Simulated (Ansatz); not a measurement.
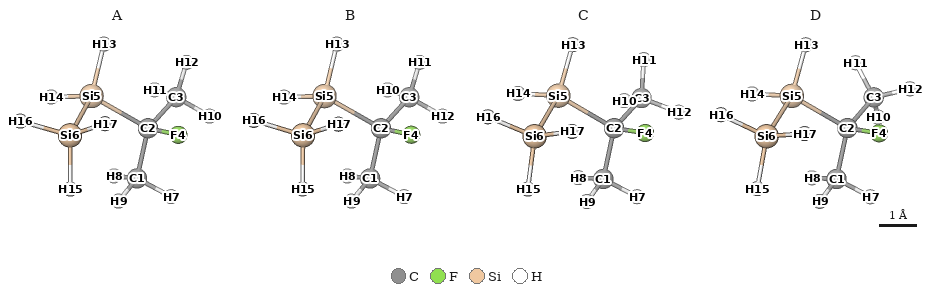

4 geometries from a converged minimum-energy path of C₃H₁₁FSi₂, shuffled. The picture is a ball-and-stick view, seen from a free direction.

Level of theory: Ansatz, RKS PBE-D4/6-31G*. Settings: 5 movable images; climbing image; force threshold 0.05 eV/Å; iteration limit 60; starting path through a guess of the saddle point.

**Which frame is the transition state?**

D. In order along the path, whose images run from 0 to 6: B (image 0, 0.00 kcal/mol), C (image 1, +0.62 kcal/mol), D (image 3, +3.48 kcal/mol), A (image 6, 0.00 kcal/mol). The motion is a rotation about the C2–C3 bond by about 120°. No bond forms or breaks between the ends. Among the angles between lasting bonds that change up to the highest image: C2–C3–H11 111.2° → 113.5°, C2–C3–H12 110.1° → 107.9°.

Cost: 80 s on 2 threads of Intel(R) Xeon(R) Platinum 8488C (Sapphire Rapids) (shared host), peak memory 0.21 GiB.
